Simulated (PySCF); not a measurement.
Vertical excitations of a molecule C3H6FNSi from TDDFT-PBE/def2-SVPD (PySCF), as energy in eV (oscillator strength): 5.10 (0.035), 5.44 (0.182), 5.59 (0.002), 5.71 (0.045), 5.85 (0.007), 6.04 (0.009), 6.60 (0.007), 6.81 (0.003), 7.10 (0.001), 7.39 (0.001). Lowest triplet (TDA): 3.79 eV. Geometry: B3LYP-D3(BJ)/def2-SVP. One conformer was computed; it need not be the lowest.

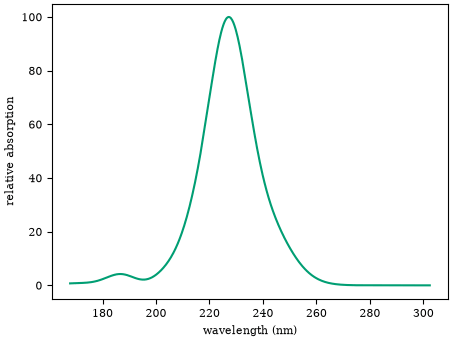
Fig. 1. The lines broadened by 0.4 eV.

Which molecule gave these data?
A. F[C@@H]1CN=C[SiH2]1
B. N[Si@@H]1C=C(F)C1
C. C[Si@@H](F)CC#N
D. F[SiH2]N1C=CC1

D, F[SiH2]N1C=CC1
